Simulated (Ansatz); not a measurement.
# FGeHO···H2O: what the fields show

```yaml
atoms:
  - { symbol: Ge, position_ang: [-1.0501, 0.4044, 0.2454] }
  - { symbol: H, position_ang: [1.2506, -0.9733, 0.8835] }
  - { symbol: O, position_ang: [1.7461, -0.1550, 1.0445] }
  - { symbol: H, position_ang: [2.2367, -0.0368, 0.2422] }
  - { symbol: F, position_ang: [-0.2788, 1.0704, -1.1589] }
  - { symbol: O, position_ang: [-0.6589, -1.2864, -0.1568] }
  - { symbol: H, position_ang: [-1.1144, -1.9588, 0.3291] }
```

Not at a stationary point (largest force 1.4 eV/Å).

All numbers below come from RHF/def2-SVP in Ansatz.

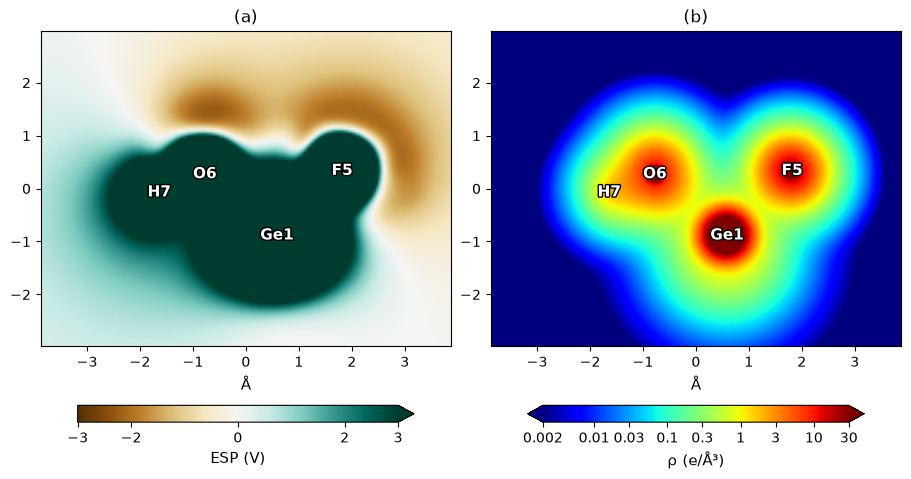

Figure 1. (a) electrostatic potential; (b) electron density on the plane of atoms F5, Ge1 and O6.

### What do the fields say about this system?

- Atoms in the plane: Ge, F, O and H.
- Ge–F (1.74 Å): ρ at the midpoint is about 0.9 e/Å³.
- Ge–O (1.78 Å): the density is about 0.92 e/Å³ at the midpoint.
- O–H (0.95 Å): ρ at the midpoint is about 3.8 e/Å³.
- Outside the dense part of the complex the potential is most negative (−2.3 V) near O6.

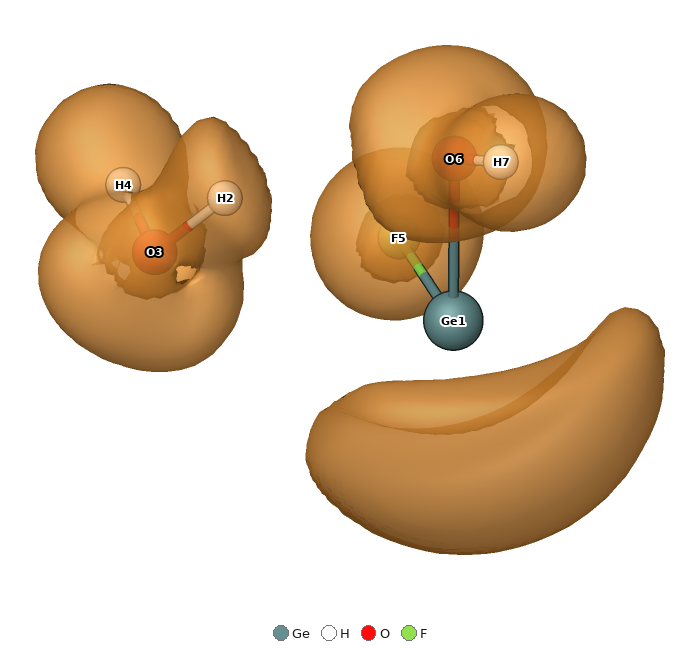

Figure 2. Isosurface of the ELF at 0.75 (orange), seen from one side. Only the valence region is drawn (cores and ρ < 0.01 e/Å³ removed).

### Describe the localisation domains.

At this value the surface marks out one lobe on Ge, pointing away from the bonds (lone pairs), one region wrapped around F (its valence shell) and two joined regions spread over several atoms (H, O), in which their bonds and any lone pairs are merged. Profiles from the grid: Ge1···O3 (2.96 Å): the ELF dips to about 0.05 between them. Ge–F (1.74 Å): the ELF peaks at about 0.80 in the valence shell of F, 0.5 Å from its nucleus, and is about 0.20 at the midpoint.

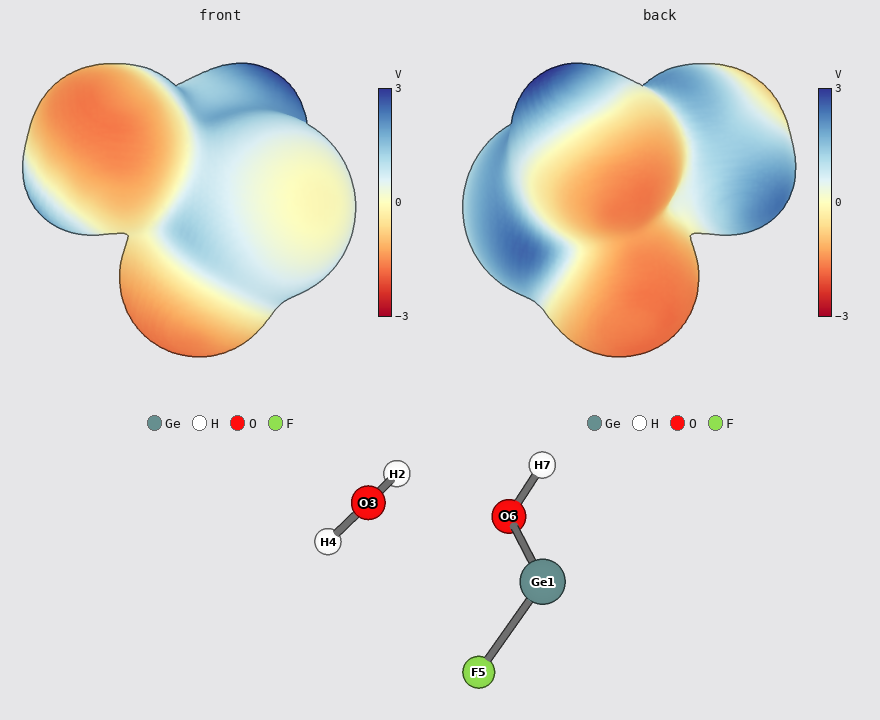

Figure 3. The electrostatic potential painted on the density surface at 0.002 e/bohr³, seen from the front and from behind; red is negative and blue positive. The bare structure is drawn below in the same view.

### Which sites attract a positive test charge, and which a negative one?

A positive charge is drawn to the negative regions and a negative charge to the positive ones. The most negative region (about −1.8 V) lies over F5, the most positive (about +2.9 V) over H7.
